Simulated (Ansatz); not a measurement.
# Bi2Te3, pressure series

The parent structure is Bi₂Te₃ in the Bi2Te3 type structure (space group R-3m, No. 166; a = 4.395 Å, c = 31.384 Å (hexagonal axes)).

Cell and atoms are relaxed at each pressure.

Method: r2SCAN+rVV10/PAW in Ansatz (a first-principles code), scalar-relativistic without spin-orbit coupling.

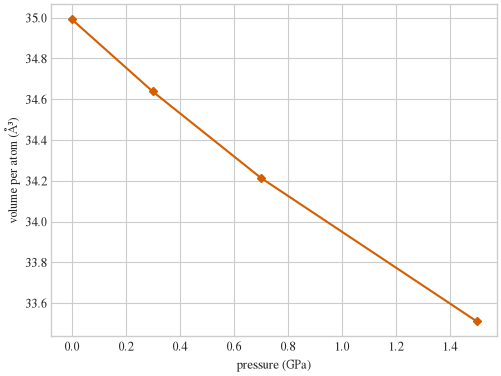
Fig. 1. Volume per atom against pressure

```csv
pressure (GPa),volume per atom
0.3,34.64 Å³
0.7,34.21 Å³
1.5,33.51 Å³
```

Load acts through the strain it causes; cell and atoms are relaxed under it. No phonon test of stability was made.
